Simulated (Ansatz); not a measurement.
# Decaying states in the gap of TaCu2AgTe4, part 2 of 3

Wanted: the relaxed cell of TaCu2AgTe4, its band edges and its decay constants. It is built by putting Ag for part of the Cu in the TaCu3Te4 structure of space group P-43m, with the volume rescaled by atomic radii. The parent structure comes from the Materials Project.

Ansatz 0.2.0; r2SCAN DFT, plane waves, PAW files (the session's first sound run).

So far. Step 2 (Cell and atoms at rest): The largest force component on a free atom ends at 6.8e-4 eV/Å.

The structure was built from a prototype and need not be the compound's stable phase.

## Step 3: Band edges

The energy window and the wavevectors of the next steps follow from the band edges, so these are searched first, off the mesh as well.

The input, input.yaml:

```yaml
crystal:
  lattice:
    - [6.3604617095, 0.0, 0.0]
    - [0.0, 5.9946711261, 0.0]
    - [0.0, 0.0, 5.9946711261]
  atoms:
    - { symbol: Ta, position: [0.0, 0.0, 0.0] }
    - { symbol: Cu, position: [0.0, 0.5, 0.0] }
    - { symbol: Ag, position: [0.5, 0.0, 0.0] }
    - { symbol: Cu, position: [0.0, 0.0, 0.5] }
    - { symbol: Te, position: [0.2341491918, 0.7397143017, 0.7397143017] }
    - { symbol: Te, position: [0.2341491918, 0.2602856983, 0.2602856983] }
    - { symbol: Te, position: [0.7658508082, 0.2602856983, 0.7397143017] }
    - { symbol: Te, position: [0.7658508082, 0.7397143017, 0.2602856983] }
kpoints:
  mp_grid: { grid: [4, 4, 4] }
  band_path: { path: [VBM, CBM], npoints: 30 }
scf:
  occupations: { method: fixed }
hamiltonian:
  xc: r2scan
output:
  eigenvalues: true
  write_potential: true
  write_density: true
  volumetric_format: npy
  elf: true
```

The run is started by

```console
$ ansatz run input.yaml --threads 2 --pin off --max-ram 4096MiB --backend cpu --events-out ev --progress --plain --runs-dir out
```

Numbers of over 12 decimals in the logs are rounded to 6 here.

Log:

```text
[...]
Crystal: 8 atoms, lattice volume = 228.570 Å³
Basis set: ecut = 500 eV, 5779 PW (Γ), exchange–correlation on 192×180×180 points (64 copies of the dense FFT grid, shifted against one another)
Bands: 81, of which v1, the nominal top of the filled ones, is band 67 counted from 1 (66 counted from 0)
Symmetry: 8 space group operations
[...]
k-points: 18 of 64 (time reversal used)
[...]
SCF iter   1: F=—  HF=-58792.578668 eV  |F-HF|=—  |Δ(HF+E_count)|=         —  Δρ=1.83e-2  dr2=5.90e-1  dr2_τ=2.70e-2  ethr=1.77e-3  ⟨swp⟩=4.9  Hψ=4701  notcnv=0  defer=187
[...]
SCF iter  10: F=-58792.537771 eV  HF=-58792.537771 eV  |F-HF|=1.01e-8  |Δ(HF+E_count)|=   1.30e-7  Δρ=2.45e-6  dr2=2.14e-8  dr2_τ=4.38e-10  ethr=7.46e-11  ⟨swp⟩=10.1  Hψ=6231  notcnv=0
SCF 1 converged in 10 iterations: F = -58792.537771 eV  dr2 = 2.14e-8
[...]
NSCF: frozen V_eff on 40 k-points
[...]
SCF converged after 10 iterations
Free energy (F): -58792.537771 eV
[...]
Internal energy: -58792.537771 eV  (E = F + TS)
E sigma→0 (E₀):  -58792.537771 eV
Fermi energy:    8.528402 eV
[...]
--- Band table (eV; the first three rows and the last of 18) ---
  k-point 0: bands = [... 63 lower, 6.9015, 8.0116, 8.0744, 8.0744, 10.0671, 10.2633, 10.2965, 10.2965, ... 10 higher]
  k-point 1: bands = [... 63 lower, 7.0034, 7.5780, 7.9700, 8.0587, 9.9849, 10.2759, 10.4040, 10.5073, ... 10 higher]
  k-point 2: bands = [... 63 lower, 6.9170, 7.0486, 7.9146, 8.0413, 9.8998, 10.4359, 10.4697, 10.6521, ... 10 higher]
  k-point 17: bands = [... 63 lower, 6.8915, 8.3654, 8.5284, 8.5284, 10.5746, 10.7374, 10.8748, 10.9614, ... 10 higher]
```

Run time: 1.8 min. Hardware: 2 threads of Intel Xeon Platinum 8375C at 2.90GHz (Ice Lake), shared host; peak memory 1.4 GiB; 3.5 min of CPU time.

The column dr2 measures how far the density is from self-consistency, as an energy; F and HF (Harris–Foulkes) agree once it is small.

Numbers from this step:

```yaml
fermi_energy: 8.528 eV
gap_on_the_k_mesh: 1.286 eV
gap_on_path: 1.286 eV, by band count; negative where bands overlap
direct_gap_on_path: 1.869 eV
edge_places_on_path: 0, 0.7411 1/A along the path
```

Electronic bands along the path, in eV, zero at the Fermi level (highest filled level under fixed occupations); v1 is the highest filled band, c1 the lowest empty one:

```tsv
point	v4	v3	v2	v1	c1	c2	c3	c4
VBM	-1.64	-0.16	0.00	0.00	2.05	2.21	2.35	2.43
CBM	-1.79	-1.36	-0.58	-0.58	1.29	1.76	2.09	2.21
```

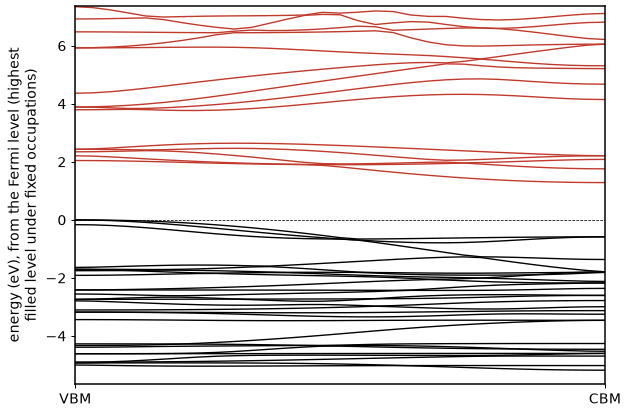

Electronic bands along the path; lines of filled and empty bands in two colours.

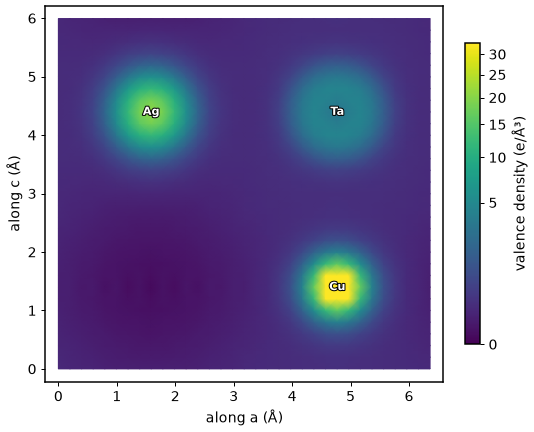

Valence density in the ac plane at fractional y = 0.000, with atoms of Ta and Ag and Cu within 0.2 Å of it. It is the smooth field of the valence electrons, not physical close to the nuclei. The map starts off the cell's origin, so that atoms lie inside it. The colour scale is stretched toward low values.

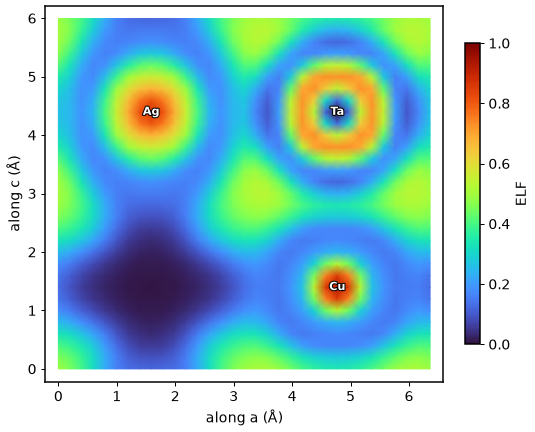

ELF in the ac plane at fractional y = 0.000, with atoms of Ta and Ag and Cu within 0.2 Å of it. It is the smooth field of the valence electrons, not physical close to the nuclei. The map starts off the cell's origin, so that atoms lie inside it.

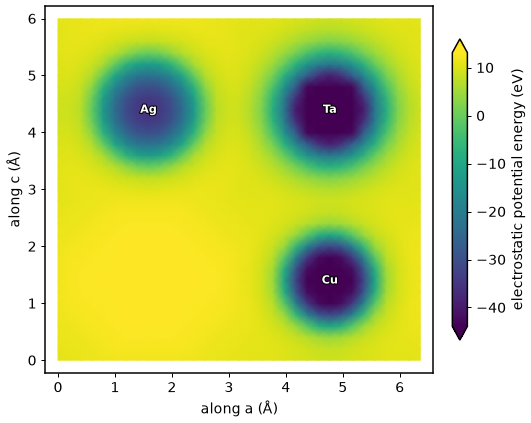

Electrostatic potential energy in the ac plane at fractional y = 0.000, with atoms of Ta and Ag and Cu within 0.2 Å of it. With pseudopotentials it is smooth inside the atoms' cores, unlike the true potential. The map starts off the cell's origin, so that atoms lie inside it.

The searched edges give 1.29 eV, as on the mesh.

## Step 4: Complex bands, plane (001)

This step: r2SCAN DFT, plane waves, PAW files; complex bands by layer matching along the plane's normal (Ansatz 0.2.0).

The same crystal is laid in a cell whose first two vectors span the (001) plane (indices of the standard conventional cell, whose axes can be ordered otherwise than in the bulk input). At fixed energy and wavevector in the plane the solver finds all kz, real and complex. A few wavevectors are listed, (0, 0) and (-0.5, -0.5) in units of the plane's reciprocal vectors; the slowest state needn't be among them.

The input, input.yaml:

```yaml
crystal:
  lattice:
    - [5.994671126, 0.0, 0.0]
    - [0.0, 5.994671126, 0.0]
    - [0.0, 0.0, 6.36046171]
  atoms:
    - { symbol: Ta, position: [0.0, 0.0, 0.0] }
    - { symbol: Cu, position: [0.5, 0.0, 0.0] }
    - { symbol: Ag, position: [0.0, 0.0, 0.5] }
    - { symbol: Cu, position: [0.0, 0.5, 0.0] }
    - { symbol: Te, position: [0.7397143017, 0.7397143017, 0.2341491918] }
    - { symbol: Te, position: [0.2602856983, 0.2602856983, 0.2341491918] }
    - { symbol: Te, position: [0.2602856983, 0.7397143017, 0.7658508082] }
    - { symbol: Te, position: [0.7397143017, 0.2602856983, 0.7658508082] }
kpoints:
  mp_grid: { grid: [4, 4, 4] }
scf:
  occupations: { method: fixed }
hamiltonian:
  xc: r2scan
output:
  eigenvalues: true
  transmission:
    leads: [[0, 0]]
    kpoints: [[0.0, 0.0], [-0.5, -0.5]]
    e_range: [-1.0, 2.29]
    de: 0.05
```

Log:

```text
[...]
Crystal: 8 atoms, lattice volume = 228.570 Å³
Basis set: ecut = 500 eV, 5779 PW (Γ), exchange–correlation on 180×180×192 points (64 copies of the dense FFT grid, shifted against one another)
Bands: 81, of which v1, the nominal top of the filled ones, is band 67 counted from 1 (66 counted from 0)
Symmetry: 8 space group operations
[...]
k-points: 18 of 64 (time reversal used)
[...]
SCF iter   1: F=—  HF=-58792.578648 eV  |F-HF|=—  |Δ(HF+E_count)|=         —  Δρ=1.83e-2  dr2=5.90e-1  dr2_τ=2.70e-2  ethr=1.77e-3  ⟨swp⟩=4.8  Hψ=4694  notcnv=0  defer=184
[...]
SCF iter  10: F=-58792.537771 eV  HF=-58792.537771 eV  |F-HF|=1.03e-8  |Δ(HF+E_count)|=   1.37e-7  Δρ=2.29e-6  dr2=1.98e-8  dr2_τ=4.15e-10  ethr=7.46e-11  ⟨swp⟩=9.9  Hψ=6044  notcnv=0
SCF 1 converged in 10 iterations: F = -58792.537771 eV  dr2 = 1.98e-8
[...]
transmission: 10 of 20 steps passed
transmission: 20 of 20 steps passed
SCF converged after 10 iterations
Free energy (F): -58792.537771 eV
[...]
Internal energy: -58792.537771 eV  (E = F + TS)
E sigma→0 (E₀):  -58792.537771 eV
Fermi energy:    8.528400 eV
[...]
--- Band table (eV; the first three rows and the last of 18) ---
  k-point 0: bands = [... 63 lower, 6.9015, 8.0116, 8.0744, 8.0744, 10.0671, 10.2633, 10.2965, 10.2965, ... 10 higher]
  k-point 1: bands = [... 63 lower, 6.8009, 7.5857, 8.0109, 8.0109, 9.9470, 10.3634, 10.4545, 10.5365, ... 10 higher]
  k-point 2: bands = [... 63 lower, 6.7417, 7.1640, 7.9449, 7.9449, 9.8140, 10.2879, 10.6137, 10.7396, ... 10 higher]
  k-point 17: bands = [... 63 lower, 6.8915, 8.3654, 8.5284, 8.5284, 10.5746, 10.7374, 10.8748, 10.9614, ... 10 higher]
--- Transmission ---
  basis      : 373 plane waves across, 10 finite elements along
  points     : 2, as listed
  energies   : 66 from -1.000000 to 2.250000 eV about the Fermi level, 0.050000 eV apart; the leads are filled to 0.642792 eV, and channels, transmission and decay are at 0.650000 eV
  crystal 0  : Te4Ta1Cu2Ag1, at the sites [0, 0], period 6.3605 Å: whole cells are its period
    offset         : up to 0.0000 Å between an atom of the period and one for which it stands
    channels       : 0.000000e0 a spin
    conductance    : none, the energies end too early or step too widely for 300 K: set another output.transmission.e_range or a lower de, or, where they end at an eighth of basis.ecutwfc, a higher one
    slowest decay  : 0.1933 /Å at (-0.5000, -0.5000)
```

Wall time 2.6 min (2 threads); peak memory 1.9 GiB.

Numbers from this step:

- level to which the leads are filled: 0.6428 eV from the Fermi level
- decay constant at the filling level, zone centre: 0.2575 Å⁻¹
- decay constant at the filling level, slowest listed point: 0.1933 Å⁻¹

K parallel (0, 0); values up to 1.5 1/Å, a degenerate pair printed once or twice; energies at which all values exceed this have no row. Table of Im kz of the slowest decaying states by energy, zero at the highest filled level on the SCF mesh:

```tsv
energy (eV)	decay 1 (Å⁻¹)	decay 2 (Å⁻¹)	decay 3 (Å⁻¹)	decay 4 (Å⁻¹)
-1.0000	0.317	0.364	0.376	0.539
-0.7500	0.290	0.290	0.344	0.382
-0.5000	0.0420	0.360	0.390	0.596
-0.2500	0.155	0.326	0.380	0.391
0.0000	0.202	0.358	0.386	0.457
0.2500	0.230	0.354	0.377	0.515
0.5000	0.249	0.344	0.363	0.495
0.7500	0.262	0.326	0.344	0.414
1.0000	0.269	0.301	0.311	0.316
1.2500	0.116	0.264	0.272	0.276
1.5000	0.204	0.210	0.262	0.497
1.7500	0.0583	0.101	0.316	0.502
2.0000	0.322	0.501	0.572	0.605
2.2500	0.0657	0.102	0.232	0.313
```

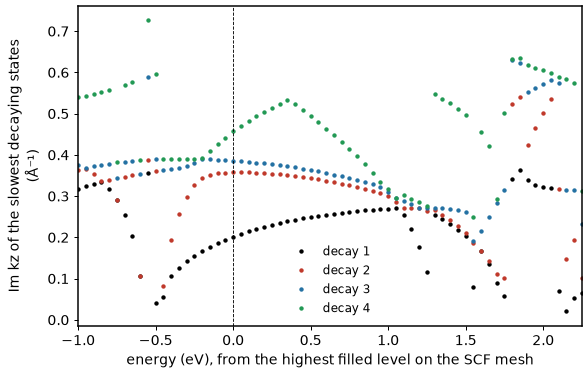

Im kz of the slowest decaying states against energy.

K parallel (-0.5, -0.5); values up to 1.5 1/Å, a degenerate pair printed once or twice; energies at which all values exceed this have no row. Table of Im kz of the slowest decaying states by energy, zero at the highest filled level on the SCF mesh:

```tsv
energy (eV)	decay 1 (Å⁻¹)	decay 2 (Å⁻¹)	decay 3 (Å⁻¹)	decay 4 (Å⁻¹)
-1.0000	0.168	0.332	0.343	0.343
-0.7500	0.348	0.413	0.415	0.672
-0.5000	0.307	0.355	0.450	0.702
-0.2500	0.355	0.471	0.703	1.00
0.0000	0.00197	0.00203	0.273	0.351
0.2500	0.135	0.341	0.372	0.490
0.5000	0.177	0.325	0.416	0.491
0.7500	0.202	0.302	0.436	0.486
1.0000	0.215	0.269	0.440	0.477
1.2500	0.217	0.221	0.431	0.462
1.5000	0.116	0.220	0.408	0.441
1.7500	0.0918	0.210	0.364	0.411
2.0000	0.189	0.279	0.370	0.554
2.2500	0.0481	0.144	0.307	0.547
```

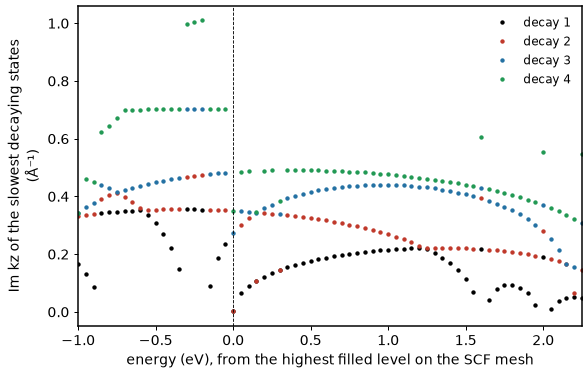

Im kz of the slowest decaying states against energy.

K parallel (-0.5, -0.5). Table of Re kz of states that move upwards by energy, zero at the highest filled level on the SCF mesh:

```tsv
energy (eV)	channel 1 (Å⁻¹)	channel 2 (Å⁻¹)	channel 3 (Å⁻¹)
-1.000	-	-	-
-0.800	0.0989	0.0989	-
-0.600	0.207	0.207	-
-0.400	0.282	0.282	-
-0.200	0.335	0.355	0.355
0.000	-	-	-
0.200	-	-	-
0.400	-	-	-
0.600	-	-	-
0.800	-	-	-
1.000	-	-	-
1.200	-	-	-
1.400	-	-	-
1.600	-0.0964	0.240	-
1.800	0.367	-	-
2.000	0.0644	0.453	-
2.200	0.179	-	-
```

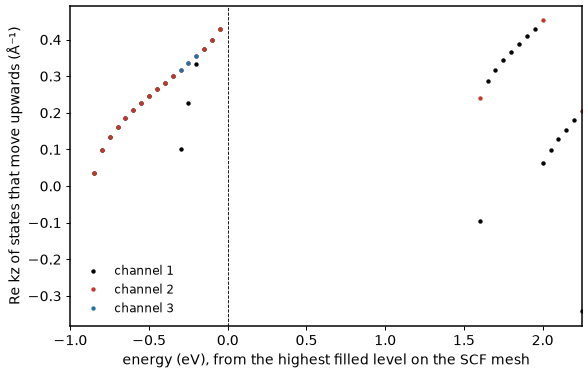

Re kz of states that move upwards, plotted against energy.

At the listed wavevectors the last open channel is at -0.05 eV and the next at +1.30 eV on the grid. At +0.65 eV, the grid energy nearest the filling level (the middle of the gap on the SCF mesh), the slowest state at the listed wavevectors decays with κ = 0.193 Å⁻¹, its amplitude falling by e over 5.2 Å. Through 1 nm of this crystal that state's transmission falls by exp(−2 × 0.193 Å⁻¹ × 10 Å) = 0.021.

## Step 5: Decay over the two-dimensional zone

The listed points could miss the slowest state, so one energy near mid-gap is solved on a mesh of 8×8.

input.yaml: that of step 4 with these lines changed.

```diff
@@ -22,6 +22,2 @@
   eigenvalues: true
-  transmission:
-    leads: [[0, 0]]
-    kpoints: [[0.0, 0.0], [-0.5, -0.5]]
-    e_range: [-1.0, 2.29]
-    de: 0.05
+  transmission: { leads: [[0, 0]], kmesh: [8, 8], e_range: [0.64, 0.65], de: 0.05 }
```

Log:

```text
[...]
Crystal: 8 atoms, lattice volume = 228.570 Å³
Basis set: ecut = 500 eV, 5779 PW (Γ), exchange–correlation on 180×180×192 points (64 copies of the dense FFT grid, shifted against one another)
Bands: 81, of which v1, the nominal top of the filled ones, is band 67 counted from 1 (66 counted from 0)
Symmetry: 8 space group operations
[...]
k-points: 18 of 64 (time reversal used)
[...]
SCF iter   1: F=—  HF=-58792.578648 eV  |F-HF|=—  |Δ(HF+E_count)|=         —  Δρ=1.83e-2  dr2=5.90e-1  dr2_τ=2.70e-2  ethr=1.77e-3  ⟨swp⟩=4.8  Hψ=4694  notcnv=0  defer=184
[...]
SCF iter  10: F=-58792.537771 eV  HF=-58792.537771 eV  |F-HF|=1.03e-8  |Δ(HF+E_count)|=   1.37e-7  Δρ=2.29e-6  dr2=1.98e-8  dr2_τ=4.15e-10  ethr=7.46e-11  ⟨swp⟩=9.9  Hψ=6044  notcnv=0
SCF 1 converged in 10 iterations: F = -58792.537771 eV  dr2 = 1.98e-8
[...]
transmission: 36 of 189 steps passed
transmission: 72 of 189 steps passed
[...]
transmission: 189 of 189 steps passed
SCF converged after 10 iterations
Free energy (F): -58792.537771 eV
[...]
Internal energy: -58792.537771 eV  (E = F + TS)
E sigma→0 (E₀):  -58792.537771 eV
Fermi energy:    8.528400 eV
[...]
--- Band table (eV; the first three rows and the last of 18) ---
  k-point 0: bands = [... 63 lower, 6.9015, 8.0116, 8.0744, 8.0744, 10.0671, 10.2633, 10.2965, 10.2965, ... 10 higher]
  k-point 1: bands = [... 63 lower, 6.8009, 7.5857, 8.0109, 8.0109, 9.9470, 10.3634, 10.4545, 10.5365, ... 10 higher]
  k-point 2: bands = [... 63 lower, 6.7417, 7.1640, 7.9449, 7.9449, 9.8140, 10.2879, 10.6137, 10.7396, ... 10 higher]
  k-point 17: bands = [... 63 lower, 6.8915, 8.3654, 8.5284, 8.5284, 10.5746, 10.7374, 10.8748, 10.9614, ... 10 higher]
--- Transmission ---
  basis      : 373 plane waves across, 9 finite elements along
  points     : 21, standing for a mesh of 8 x 8
  energies   : 1 from 0.640000 to 0.640000 eV about the Fermi level; the leads are filled to 0.642792 eV, and channels, transmission and decay are at 0.640000 eV
[...]
channels       : 0.000000e0 a spin
    conductance    : none, crystal 0 has no channel at the energies, or these end too early or step too widely for 300 K: set another output.transmission.e_range or a lower de, or, where they end at an eighth of basis.ecutwfc, a higher one
    slowest decay  : 0.1924 /Å at (0.5000, 0.5000)
```

Run time: 1.8 min. Hardware: 2 threads; peak memory 2.3 GiB; 3.5 min of CPU time.

Numbers from this step:

```
least decay constant on the mesh : 0.1924 Å⁻¹
```

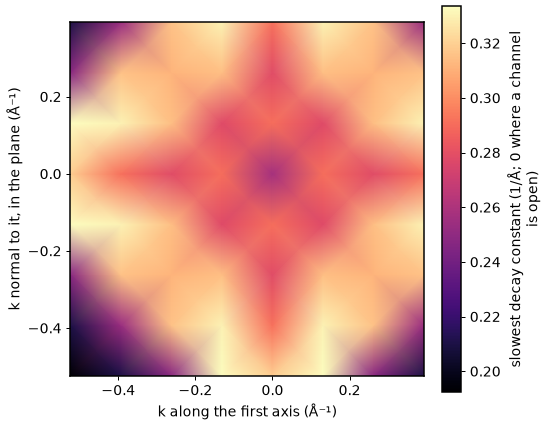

Slowest decay constant (1/Å; 0 where a channel is open) over k1 and k2. At 0.6400 eV from the Fermi level.

The least value on the mesh is 0.192 Å⁻¹ at +0.64 eV. At that energy the listed points give about 0.192 Å⁻¹ by interpolation, so the mesh holds no clearly slower state.

(Continued in part 3 of 3.)

[Logs are printed without paths, hosts, clocks, repeated set-up lines and the standing remarks that a program may print on its own settings, such as how far it seeks lower states.]

[Hosts, paths, dates, database ids (printed as entryN), source tags and the programs' standing remarks are cut or masked in the printed files.]
